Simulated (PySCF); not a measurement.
## Run report: InHF, energy and gradient calculation (part 1 of 2)

- system: InHF, multiplicity 2, SMILES [F][InH]
- method: TPSS/def2-TZVP, UKS, core potentials def2-svp (PySCF 2.14.0)

The geometry comes from this level: PBE0-D4/def2-TZVP. Figures and captions count atoms from 1; the log counts them from 0 in places.

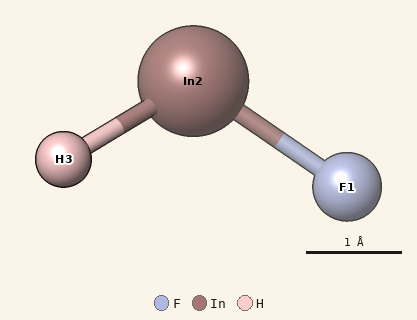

The structure (ball-and-stick view, seen at a tilt; atoms are numbered from 1 in the order of the input). Sticks mark near contacts. Bond lengths as drawn: F–In 1.97 Å and H–In 1.78 Å.

### Input (calc.py)
```python
from pyscf import gto, dft

mol = gto.M(
    atom='''
F      2.056778     1.869884     1.312037
In    -0.987382     0.671042    -0.462605
H     -1.090183    -2.663380    -0.874565
''',
    max_memory=1860,
    unit='bohr',
    spin=1,
    ecp={'In': 'def2-svp'},
    verbose=4,
    basis='def2-tzvp',
)

ks = dft.UKS(mol, xc='tpss')
ks.conv_tol = 1e-10
ks.grids.level = 5
ks.kernel()
if not ks.converged:
    ks = ks.newton().run(ks.mo_coeff, ks.mo_occ)

e_tot = ks.e_tot
print('E = %.10f Eh' % e_tot)
grad = ks.nuc_grad_method().kernel()
ks.analyze()
```

Run as:
```bash
OMP_NUM_THREADS=1 python calc.py
```

### The program's output
```
PySCF version 2.14.0

[INPUT] num. atoms = 3
[INPUT] num. electrons = 31
[INPUT] charge = 0
[INPUT] spin (= nelec alpha-beta = 2S) = 1
[INPUT] symmetry False subgroup None
[INPUT] Mole.unit = bohr
[INPUT] Symbol           X                Y                Z      unit          X                Y                Z       unit  Magmom
[INPUT]  1 F      1.088400045522   0.989499999864   0.694300080284 AA    2.056778000000   1.869884000000   1.312037000000 Bohr   0.0
[INPUT]  2 In    -0.522500052873   0.355100133970  -0.244800023658 AA   -0.987382000000   0.671042000000  -0.462605000000 Bohr   0.0
[INPUT]  3 H     -0.576899999332  -1.409400000020  -0.462799867468 AA   -1.090183000000  -2.663380000000  -0.874565000000 Bohr   0.0

nuclear repulsion = 58.5424710667697
number of shells = 31
number of NR pGTOs = 145
number of NR cGTOs = 87
basis = def2-tzvp
ecp = {'In': 'def2-svp'}

******** <class 'pyscf.dft.uks.UKS'> ********
method = UKS
initial guess = minao
damping factor = 0
level_shift factor = 0
DIIS = <class 'pyscf.scf.diis.CDIIS'>
diis_start_cycle = 1
diis_space = 8
diis_damp = 0
SCF conv_tol = 1e-10
SCF conv_tol_grad = None
SCF max_cycles = 50
direct_scf = True
direct_scf_tol = 1e-13
number electrons alpha = 16  beta = 15
XC library pyscf.dft.libxc version 7.0.0
    S. Lehtola, C. Steigemann, M. J.T. Oliveira, and M. A.L. Marques.,  SoftwareX 7, 1–5 (2018)
XC functionals = tpss
    J. Tao, J. P. Perdew, V. N. Staroverov, and G. E. Scuseria.,  Phys. Rev. Lett. 91, 146401 (2003)
    J. Tao, J. P. Perdew, V. N. Staroverov, and G. E. Scuseria.,  Phys. Rev. Lett. 91, 146401 (2003)
radial grids:
    Treutler-Ahlrichs [JCP 102, 346 (1995); DOI:10.1063/1.469408] (M4) radial grids

becke partition: Becke, JCP 88, 2547 (1988); DOI:10.1063/1.454033
pruning grids: <function nwchem_prune>
grids dens level: 5
symmetrized grids: False
atomic radii adjust function: <function treutler_atomic_radii_adjust>
small_rho_cutoff = 0
Set gradient conv threshold to 1e-05
tot grids = 114744
init E= -257.940447678386
  alpha nocc = 16  HOMO = -0.597540803260671  LUMO = -0.494996578482827
  beta  nocc = 15  HOMO = -0.746586112754629  LUMO = -0.597540803260667

WARN: HOMO -0.597540803260671 >= LUMO -0.597540803260667

cycle= 1 E= -289.779675612863  delta_E= -31.8  |g|= 1.45  |ddm|= 31.5
  alpha nocc = 16  HOMO = -0.0464339021998263  LUMO = 0.0142023185992919
  beta  nocc = 15  HOMO = -0.0656770585862262  LUMO = -0.0260026953720427
  HOMO = -0.0464339021998  LUMO = -0.026002695372  gap/eV = 0.55596
cycle= 2 E= -288.135288204014  delta_E= 1.64  |g|= 2.82  |ddm|= 6.31
  alpha nocc = 16  HOMO = -0.190109161219599  LUMO = -0.0668156794098742
  beta  nocc = 15  HOMO = -0.303149304704469  LUMO = -0.144724597878032
  HOMO = -0.19010916122  LUMO = -0.144724597878  gap/eV = 1.23498
cycle= 3 E= -290.474401714802  delta_E= -2.34  |g|= 0.457  |ddm|= 2.75
  alpha nocc = 16  HOMO = -0.191074510925048  LUMO = -0.0755250959087554
  beta  nocc = 15  HOMO = -0.229862525009344  LUMO = -0.149955598290017
  HOMO = -0.191074510925  LUMO = -0.14995559829  gap/eV = 1.11890
cycle= 4 E= -290.455649016389  delta_E= 0.0188  |g|= 0.525  |ddm|= 0.669
  alpha nocc = 16  HOMO = -0.198761149188822  LUMO = -0.0742888266208936
  beta  nocc = 15  HOMO = -0.286059972131098  LUMO = -0.150176485425522
  HOMO = -0.198761149189  LUMO = -0.150176485426  gap/eV = 1.32206
cycle= 5 E= -290.549154453737  delta_E= -0.0935  |g|= 0.0343  |ddm|= 0.343
  alpha nocc = 16  HOMO = -0.201023438365876  LUMO = -0.0758761353642647
  beta  nocc = 15  HOMO = -0.286885758781105  LUMO = -0.151727342952878
  HOMO = -0.201023438366  LUMO = -0.151727342953  gap/eV = 1.34142
cycle= 6 E= -290.549481314219  delta_E= -0.000327  |g|= 0.018  |ddm|= 0.0503
  alpha nocc = 16  HOMO = -0.202293766558078  LUMO = -0.0764209440106818
  beta  nocc = 15  HOMO = -0.287665156197295  LUMO = -0.152609559932685
  HOMO = -0.202293766558  LUMO = -0.152609559933  gap/eV = 1.35198
cycle= 7 E= -290.54958329117  delta_E= -0.000102  |g|= 0.00443  |ddm|= 0.0216
  alpha nocc = 16  HOMO = -0.202147962618287  LUMO = -0.0763455060104903
  beta  nocc = 15  HOMO = -0.288218923563769  LUMO = -0.152392116744437
  HOMO = -0.202147962618  LUMO = -0.152392116744  gap/eV = 1.35393
cycle= 8 E= -290.549591009623  delta_E= -7.72e-06  |g|= 0.00118  |ddm|= 0.00528
  alpha nocc = 16  HOMO = -0.202168172529149  LUMO = -0.0763232342387354
  beta  nocc = 15  HOMO = -0.288301140286264  LUMO = -0.15239065689687
  HOMO = -0.202168172529  LUMO = -0.152390656897  gap/eV = 1.35452
cycle= 9 E= -290.549591544563  delta_E= -5.35e-07  |g|= 0.000479  |ddm|= 0.00217
  alpha nocc = 16  HOMO = -0.202199478808307  LUMO = -0.0763409640410728
  beta  nocc = 15  HOMO = -0.288283015696207  LUMO = -0.152433047743923
  HOMO = -0.202199478808  LUMO = -0.152433047744  gap/eV = 1.35421
cycle= 10 E= -290.549591667786  delta_E= -1.23e-07  |g|= 9.19e-05  |ddm|= 0.00084
  alpha nocc = 16  HOMO = -0.20219481403889  LUMO = -0.0763423792010158
  beta  nocc = 15  HOMO = -0.288278509738083  LUMO = -0.152433990383482
  HOMO = -0.202194814039  LUMO = -0.152433990383  gap/eV = 1.35406
cycle= 11 E= -290.5495916759  delta_E= -8.11e-09  |g|= 3.3e-05  |ddm|= 0.000266
  alpha nocc = 16  HOMO = -0.202193748197665  LUMO = -0.0763402401771884
  beta  nocc = 15  HOMO = -0.288283380581254  LUMO = -0.152435612442229
  HOMO = -0.202193748198  LUMO = -0.152435612442  gap/eV = 1.35399
cycle= 12 E= -290.549591676629  delta_E= -7.29e-10  |g|= 5.06e-06  |ddm|= 8.48e-05
  alpha nocc = 16  HOMO = -0.20219381956402  LUMO = -0.0763406248190996
  beta  nocc = 15  HOMO = -0.288284363938237  LUMO = -0.15243731646628
  HOMO = -0.202193819564  LUMO = -0.152437316466  gap/eV = 1.35394
cycle= 13 E= -290.549591676667  delta_E= -3.84e-11  |g|= 1.35e-06  |ddm|= 2.06e-05
  alpha nocc = 16  HOMO = -0.202193422426145  LUMO = -0.0763402756038438
  beta  nocc = 15  HOMO = -0.288284614783968  LUMO = -0.152437019786699
  HOMO = -0.202193422426  LUMO = -0.152437019787  gap/eV = 1.35394
```

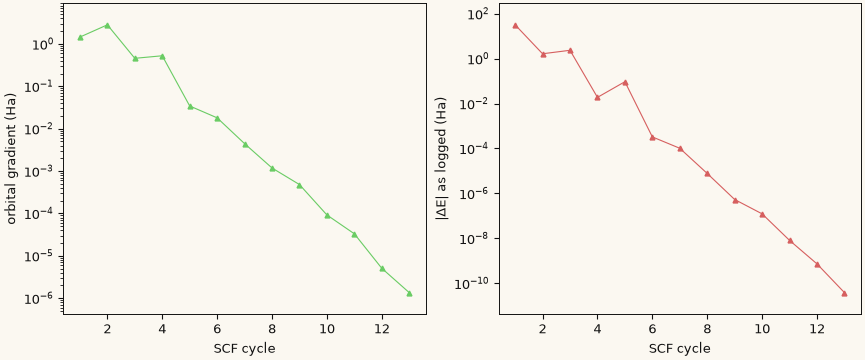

Convergence of the self-consistent field: orbital gradient and size of the energy change against the SCF cycle. The residual falls almost steadily, with no more than small rises.

```
Extra cycle  E= -290.549591676663  delta_E= 4.09e-12  |g|= 3.26e-06  |ddm|= 4.73e-06
converged SCF energy = -290.549591676663  <S^2> = 0.75606377  2S+1 = 2.0060546
E = -290.5495916767 Eh

******** <class 'pyscf.grad.uks.Gradients'> for <class 'pyscf.dft.uks.UKS'> ********
unit = Eh/Bohr
grid_response = False
--------------- UKS gradients ---------------
         x                y                z
0 F    -0.0054090174    -0.0021696279    -0.0032027375
1 In     0.0053034415    -0.0004562983     0.0028196900
2 H     0.0001621582     0.0026924323     0.0003754465
----------------------------------------------
**** SCF Summaries ****
Total Energy =                        -290.549591676663226
Nuclear Repulsion Energy =              58.542471066769707
One-electron Energy =                 -592.210388963275022
Two-electron Energy =                  243.118326219842089
Two-electron Coulomb Energy =          270.596479504693491
DFT Exchange-Correlation Energy =      -27.478153284851413
HOMO-LUMO gap [eV] =                     1.353940679188504
**** MO energy ****
                             alpha | beta                alpha | beta
MO #1   energy= -24.3360644649771  | -24.3335320714213  occ= 1 | 1
MO #2   energy= -4.52264716172966  | -4.52148855610137  occ= 1 | 1
MO #3   energy= -2.96083291157783  | -2.95937415006609  occ= 1 | 1
MO #4   energy= -2.95341959789468  | -2.95155101750495  occ= 1 | 1
MO #5   energy= -2.94963497469714  | -2.9491049407853   occ= 1 | 1
MO #6   energy= -1.01850492892503  | -1.01346938832451  occ= 1 | 1
MO #7   energy= -0.707496009341334 | -0.702913408719187 occ= 1 | 1
MO #8   energy= -0.704228397086636 | -0.699836148347537 occ= 1 | 1
MO #9   energy= -0.701541636468705 | -0.699009337906981 occ= 1 | 1
MO #10  energy= -0.698970301669505 | -0.69432611946646  occ= 1 | 1
MO #11  energy= -0.693852290917738 | -0.690114004890426 occ= 1 | 1
MO #12  energy= -0.395495409900825 | -0.377240191308328 occ= 1 | 1
MO #13  energy= -0.320817710578926 | -0.301462036308846 occ= 1 | 1
MO #14  energy= -0.30151914787464  | -0.299930283877405 occ= 1 | 1
MO #15  energy= -0.297014407231132 | -0.288284614783968 occ= 1 | 1
MO #16  energy= -0.202193422426145 | -0.152437019786699 occ= 1 | 0
MO #17  energy= -0.0919839582382096 | -0.0763402756038438 occ= 0 | 0
MO #18  energy= -0.028427946265591 | -0.0179108935986996 occ= 0 | 0
MO #19  energy= 0.0217292206792408 | 0.0425671226490891 occ= 0 | 0
MO #20  energy= 0.0580480031490325 | 0.0761821218119266 occ= 0 | 0
MO #21  energy= 0.0659623926845968 | 0.0779109558722265 occ= 0 | 0
MO #22  energy= 0.0867868815556616 | 0.0994786270064216 occ= 0 | 0
MO #23  energy= 0.131958915269501  | 0.142093933534408  occ= 0 | 0
MO #24  energy= 0.133264807413944  | 0.14643802017578   occ= 0 | 0
MO #25  energy= 0.153950979070113  | 0.167760579908596  occ= 0 | 0
MO #26  energy= 0.174716266096649  | 0.182670891897494  occ= 0 | 0
MO #27  energy= 0.195406646399005  | 0.204336852338192  occ= 0 | 0
MO #28  energy= 0.264205157921825  | 0.279403175992101  occ= 0 | 0
MO #29  energy= 0.32922011591884   | 0.353551539950878  occ= 0 | 0
MO #30  energy= 0.483837029894591  | 0.490709353732059  occ= 0 | 0
MO #31  energy= 0.485349999475127  | 0.497379911822993  occ= 0 | 0
MO #32  energy= 0.491158852653245  | 0.501642330851952  occ= 0 | 0
MO #33  energy= 0.574186222480282  | 0.580410879947323  occ= 0 | 0
MO #34  energy= 0.615759729200964  | 0.626934204195194  occ= 0 | 0
MO #35  energy= 0.620967485835671  | 0.635744126897445  occ= 0 | 0
MO #36  energy= 0.631575368020266  | 0.646065489690355  occ= 0 | 0
MO #37  energy= 0.650226965977875  | 0.673006600150277  occ= 0 | 0
MO #38  energy= 0.656236743385218  | 0.677578452247561  occ= 0 | 0
MO #39  energy= 0.757305549674714  | 0.770738903848153  occ= 0 | 0
MO #40  energy= 0.774087684346809  | 0.782607929780869  occ= 0 | 0
MO #41  energy= 0.801705545470554  | 0.822950664787982  occ= 0 | 0
MO #42  energy= 0.858214762916443  | 0.8763972967553    occ= 0 | 0
MO #43  energy= 0.900579632194457  | 0.913900317967015  occ= 0 | 0
MO #44  energy= 0.90139487954921   | 0.919085474977742  occ= 0 | 0
MO #45  energy= 0.906057653778365  | 0.923450257655328  occ= 0 | 0
MO #46  energy= 0.960314385136122  | 0.974831737071408  occ= 0 | 0
MO #47  energy= 0.989732412664001  | 1.00596981518521   occ= 0 | 0
MO #48  energy= 1.11645621988878   | 1.12546341175435   occ= 0 | 0
MO #49  energy= 1.63281040740556   | 1.68042129320727   occ= 0 | 0
MO #50  energy= 1.63536989686327   | 1.68150997275252   occ= 0 | 0
MO #51  energy= 1.93831748988282   | 1.9459303386431    occ= 0 | 0
MO #52  energy= 1.95897004528967   | 1.96116554997306   occ= 0 | 0
MO #53  energy= 1.99813148922978   | 2.01096220759719   occ= 0 | 0
MO #54  energy= 2.08441996657223   | 2.09486737894412   occ= 0 | 0
MO #55  energy= 2.10027721489057   | 2.10325489992747   occ= 0 | 0
MO #56  energy= 2.1148086784065    | 2.11943164473226   occ= 0 | 0
MO #57  energy= 2.12622850203776   | 2.13088824509702   occ= 0 | 0
MO #58  energy= 2.15105366992777   | 2.16284674739876   occ= 0 | 0
MO #59  energy= 2.17913859678848   | 2.1858816511972    occ= 0 | 0
MO #60  energy= 2.18747732946482   | 2.20081230377783   occ= 0 | 0
MO #61  energy= 2.27805025660259   | 2.28287671867188   occ= 0 | 0
```
